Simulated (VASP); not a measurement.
Energy against volume of Ir (fcc). These are TPSS meta-GGA, VASP's PBE PAW potentials (set 64) (plane waves; VASP) values and carry that method's errors.

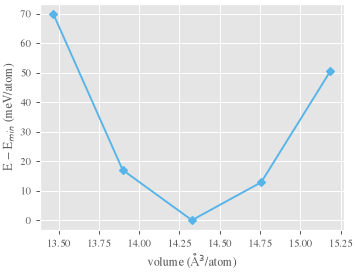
Figure. Energy against volume

**Question.** Estimate the equilibrium volume and the bulk modulus.

**Answer.** The minimum lies near 14.3 Å³/atom, and the curvature gives B0 of about 370 GPa.

Measured: bulk modulus 365 GPa at 0 K (computed value off by +0.7 %), as given by H. Levämäki et al., Physical Review B (2014), arXiv:1402.3671 [corrected for temperature and zero-point phonon effects]; a 3.831 Å at 0 K (computed value off by +0.7 %), as given by Daniel Mejia-Rodriguez et al., Physical Review B (2018), arXiv:1807.09216 [static lattice: zero-point anharmonic expansion removed].

The compound is Ir in the fcc structure. It was relaxed first.
